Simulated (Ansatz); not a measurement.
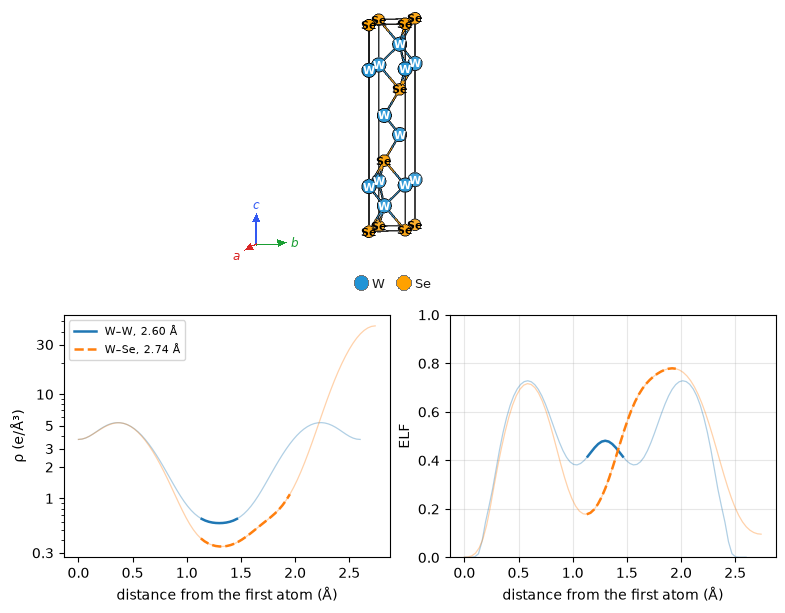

Figure. W2Se. Valence electron density and electron localisation function along straight lines between neighbouring atoms. Thin, pale parts lie inside the atomic spheres. The structure is drawn too.

Space group R-3m; a generated structure, not necessarily the stable one.

These are results of DFT PBE, scalar-relativistic, plane waves, PAW in Ansatz, not measurements.

Core electrons are frozen (PAW), and the valence fields are smoothed inside the atomic spheres.

```cif
data_structure
_symmetry_space_group_name_H-M 'P 1'
_symmetry_Int_Tables_number 1
_cell_length_a 3.1802
_cell_length_b 3.1802
_cell_length_c 17.7222
_cell_angle_alpha 90.000
_cell_angle_beta 90.000
_cell_angle_gamma 120.000
_cell_volume 155.22
loop_
_atom_site_label
_atom_site_type_symbol
_atom_site_fract_x
_atom_site_fract_y
_atom_site_fract_z
_atom_site_occupancy
W1 W 0.66667 0.33333 0.11471 1
W2 W 0.33333 0.66667 0.44804 1
W3 W 0.00000 0.00000 0.78138 1
W4 W 0.00000 0.00000 0.21862 1
W5 W 0.66667 0.33333 0.55196 1
W6 W 0.33333 0.66667 0.88529 1
Se1 Se 0.00000 0.00000 0.00000 1
Se2 Se 0.66667 0.33333 0.33333 1
Se3 Se 0.33333 0.66667 0.66667 1
```

### Compare the contacts.

W–W (2.60 Å): ρ is about 0.58 e/Å³ halfway; the ELF is about 0.50 at the midpoint.
W–Se (2.74 Å): ρ at the midpoint is about 0.35 e/Å³; the ELF is about 0.35 at the midpoint.
